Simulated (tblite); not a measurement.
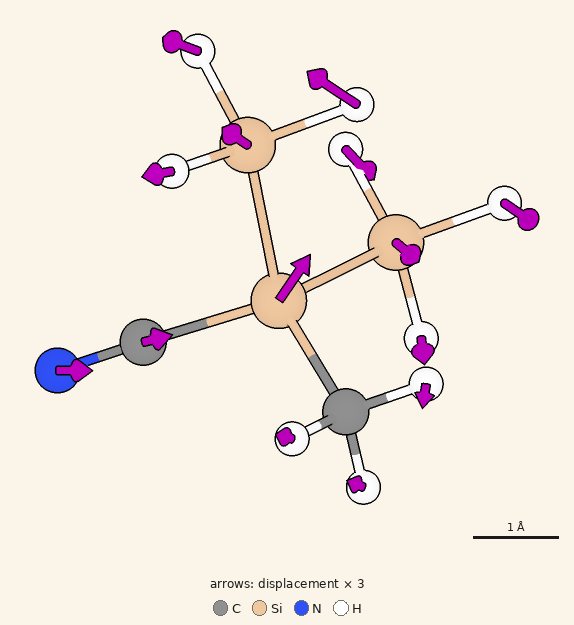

A relaxation of C2H9NSi3. The starting structure is drawn; purple arrows show the displacements, 3 times their true length. The two geometries are superimposed by the best rigid fit.

The picture is a ball-and-stick view, seen from a free direction.

The calculation used GFN2-xTB geometry optimisation, gas phase (tblite 0.8.0). 

### Describe the change and its energy.

The atom that moves furthest after the best rigid fit is an H atom (0.34 Å). By element the largest moves are H 0.34 Å, Si 0.23 Å, N 0.17 Å, C 0.14 Å. Near-neighbour distances that change, for instance: C–Si 1.839 → 1.915 Å, Si–Si 2.282 → 2.334 Å, H–Si 1.497 → 1.464 Å, C–Si 1.844 → 1.877 Å. Among the angles between lasting bonds that change: Si–Si–Si 105.5° → 120.5°, C–Si–C 114.2° → 102.2°, Si–Si–H 110.2° → 114.1°. After 63 geometry steps the energy has fallen by 29.4 kJ/mol. The run took 0.77 s on 1 thread of Arm Neoverse N1 (shared host).
